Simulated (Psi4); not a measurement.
**BSiH5 (boranylsilane): a chain of runs**

We compute a structure relaxation (PBE0-D4/def2-TZVP), then vibrational wavenumbers of BSiH5 (boranylsilane). 

Program for the calculation: Psi4 1.11.

### 1 Starting point

BSiH5 has 7 atoms, charge 0, and is taken as a singlet. SMILES: `B[SiH3]`. The coordinates come from a PBE0-D4/def2-TZVP relaxation. The run starts from this shape.

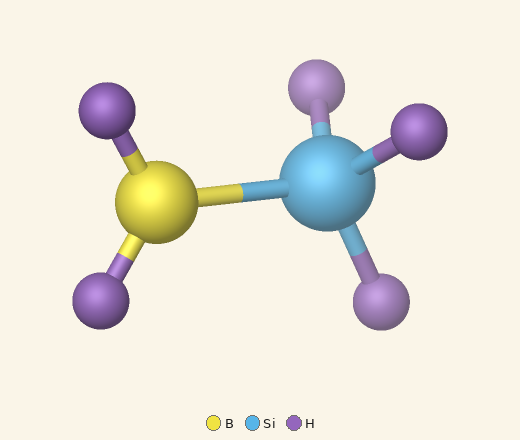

The structure, seen from a chosen angle (boron yellow, silicon blue, hydrogen purple).

### 2 A structure relaxation at PBE0-D4/def2-TZVP (density fitting) (run 1)

The input, job.in:

```
memory 1.6 GB

molecule geom {
  0 1
  B     -0.043200    -1.189000     0.204300
  Si     0.089100     0.785300    -0.148500
  H     -1.126000    -1.690600     0.290100
  H      0.906400    -1.902500     0.335400
  H     -0.616000     1.093400    -1.427200
  H     -0.623600     1.516700     0.939600
  H      1.474500     1.318800    -0.239500
}

set basis def2-TZVP
set geom_maxiter 60

opt('pbe0-d4')
```

Started as:

```console
$ psi4 job.in job.out -n 1
```

job.out:

```text
[...]
  Running in c1 symmetry.
[...]
  Nuclear repulsion =   47.564448936710967
[...]
  Multiplicity = 1
[...]
  Nalpha       = 12
  Nbeta        = 12
[...]
    Number of basis functions: 98
[...]
   @DF-RKS iter   1:  -317.06319181781350   -5.46457e-01   3.95540e-03 ADIIS/DIIS
[...]
   @DF-RKS iter  10:  -317.14335181547665   -1.13687e-12   1.28365e-09 DIIS
[...]
    Orbital Energies [Eh]
    ---------------------
    Doubly Occupied:
       1A    -66.228532     2A     -6.807003     3A     -5.313024
       4A     -3.646732     5A     -3.646500     6A     -3.645597
       7A     -0.574599     8A     -0.495892     9A     -0.382795
      10A     -0.359680    11A     -0.343526    12A     -0.311256
[...]
  @DF-RKS Final Energy:  -317.14335181547665
   => Energetics <=
    Nuclear Repulsion Energy =             47.5644489367109671
    One-Electron Energy =                -531.6105761866796229
    Two-Electron Energy =                 187.0358733348408862
    DFT Exchange-Correlation Energy =     -20.1304649154396245
    Empirical Dispersion Energy =          -0.0026329849092287
    VV10 Nonlocal Energy =                  0.0000000000000000
    Total Energy =                       -317.1433518154766489
[...]
 Multipole Moments:
 ------------------------------------------------------------------------------------
     Multipole            Electronic (a.u.)      Nuclear  (a.u.)        Total (a.u.)
 ------------------------------------------------------------------------------------
 L = 1.  Multiply by 2.5417464519 to convert [e a0] to [Debye]
 Dipole X            :          0.1223868           -0.1158999            0.0064870
 Dipole Y            :         -0.8225703            0.6794414           -0.1431289
 Dipole Z            :          0.1477448           -0.1220477            0.0256971
 Magnitude           :                                                    0.1455621
[...]
  -Total Gradient:
     Atom            X                  Y                   Z
    ------   -----------------  -----------------  -----------------
       1        0.000014767047     0.000057322607    -0.000004849597
       2        0.000000610054    -0.000019192556     0.000034854330
       3       -0.000030830868    -0.000015377858     0.000000392715
       4        0.000019293170    -0.000008763889    -0.000000247425
       5       -0.000014320786     0.000005075944    -0.000017980630
       6        0.000001442919    -0.000008189939    -0.000012052335
       7        0.000010157229    -0.000004033070    -0.000001320778
[...]
    Final optimized geometry and variables:
    Molecular point group: c1
    Full point group: C1
    Geometry (in Angstrom), charge = 0, multiplicity = 1:
    B           -0.089367981854    -1.398393962865     0.249904798300
    SI           0.042932018146     0.575906037135    -0.102895201700
    H           -1.172167981854    -1.899993962865     0.335704798300
    H            0.860232018146    -2.111893962865     0.381004798300
    H           -0.662167981854     0.884006037135    -1.381595201700
    H           -0.669767981854     1.307306037135     0.985204798300
    H            1.428332018146     1.109406037135    -0.193895201700
    Psi4 run time: 0:00:20.47
```

Standard output:

```text
Optimizer: Optimization complete!
```

Run time: 24 s. Hardware: 1 thread of Intel Xeon at 2.50GHz (Skylake/Cascade Lake), shared host; peak memory 0.63 GiB.

### 3 The harmonic vibrations at PBE0-D4/def2-TZVP (density fitting) (run 2)

The input, bh5si.in:

```
memory 1.6 GB

molecule m {
  0 1
  B     -0.043200    -1.189000     0.204300
  Si     0.089100     0.785300    -0.148500
  H     -1.126000    -1.690600     0.290100
  H      0.906400    -1.902500     0.335400
  H     -0.616000     1.093400    -1.427200
  H     -0.623600     1.516700     0.939600
  H      1.474500     1.318800    -0.239500
}

set {
  t 298.15
  rotational_symmetry_number 1
}

energy_value = freq("pbe0-d4/def2-TZVP")
```

Started as:

```console
$ psi4 -i bh5si.in -o bh5si.out -n 1
```

bh5si.out, cut to the lines that bear on the results:

```text
[...]
  Running in c1 symmetry.
[...]
  Nuclear repulsion =   47.564448936710974
[...]
  Multiplicity = 1
[...]
  Nalpha       = 12
  Nbeta        = 12
[...]
    Number of basis functions: 98
[...]
   @DF-RKS iter   1:  -317.06319181774535   -5.46457e-01   3.95540e-03 ADIIS/DIIS
[...]
   @DF-RKS iter  10:  -317.14335110980488   -9.09495e-13   1.28358e-09 DIIS
[...]
  @DF-RKS Final Energy:  -317.14335110980488
   => Energetics <=
    Nuclear Repulsion Energy =             47.5590037999798412
    One-Electron Energy =                -531.5992109513315427
    Two-Electron Energy =                 187.0296870669213547
    DFT Exchange-Correlation Energy =     -20.1301980502097067
    Empirical Dispersion Energy =          -0.0026329751648557
    VV10 Nonlocal Energy =                  0.0000000000000000
    Total Energy =                       -317.1433511098048825
[...]
 Multipole Moments:
[...]
  -Total Gradient:
     Atom            X                  Y                   Z
    ------   -----------------  -----------------  -----------------
       1        0.000004139175     0.000054563407    -0.000000110768
       2        0.000146796318    -0.000207430736    -0.000217029034
       3       -0.000030335952    -0.000019169977    -0.000001151651
       4        0.000019315531    -0.000008448978    -0.000003423975
       5        0.000041113127    -0.000003233846    -0.000053522817
       6       -0.000226594132     0.000183626697     0.000344572842
       7        0.000046668576     0.000006895964    -0.000070454866
[...]
  ==> Harmonic Vibrational Analysis <==
[...]
  Freq [cm^-1]                 79.3171i            418.7101            437.1737
[...]
  IR activ [km/mol]             1.3078             10.0162             26.8803
[...]
  Freq [cm^-1]                 632.2504            744.9902            880.7610
[...]
  IR activ [km/mol]             1.8983             19.8082             137.8697
[...]
  Freq [cm^-1]                 909.8915            929.2035            959.4207
[...]
  IR activ [km/mol]             0.9857             62.4323             44.3561
[...]
  Freq [cm^-1]                1171.3818           2196.0461           2198.0250
[...]
  IR activ [km/mol]            27.5570             42.8788             85.8915
[...]
  Freq [cm^-1]                2223.7162           2585.8919           2671.1528
[...]
  IR activ [km/mol]            97.6626             77.2031             81.7254
[...]
```

The script printed:

```text
Warning: thermodynamics relations excluded imaginary frequencies: ['79.3171i']
Warning: used thermodynamics relations inappropriate for low-frequency modes: ['418.7101' '437.1737']
```

Run time: 10 min. Hardware: 1 thread of Intel Xeon at 2.50GHz (Skylake/Cascade Lake), shared host; peak memory 0.67 GiB.

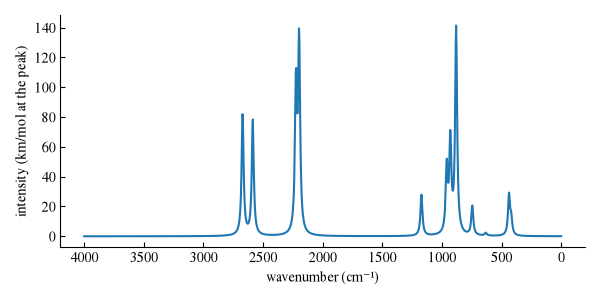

Harmonic infrared spectrum, unscaled, lines broadened by 10 cm⁻¹.

### 4 Outcome

```
                                             quantity                 value
    run 1, PBE0-D4/def2-TZVP: total energy at the end         -317.14335 Eh
              run 1, PBE0-D4/def2-TZVP: dipole moment                0.37 D
                run 1, PBE0-D4/def2-TZVP: HOMO energy              -8.47 eV
                run 1, PBE0-D4/def2-TZVP: LUMO energy              -2.48 eV
              run 1, PBE0-D4/def2-TZVP: HOMO–LUMO gap               5.99 eV
          run 1, PBE0-D4/def2-TZVP: dispersion energy          -6.91 kJ/mol
 run 2, PBE0-D4/def2-TZVP: lowest harmonic wavenumber  79i cm⁻¹ (imaginary)
run 2, PBE0-D4/def2-TZVP: highest harmonic wavenumber             2671 cm⁻¹
```

**Reading.** 1 mode is imaginary (lowest 79i cm⁻¹): a first-order saddle point, unless the integration grid spoils the Hessian.
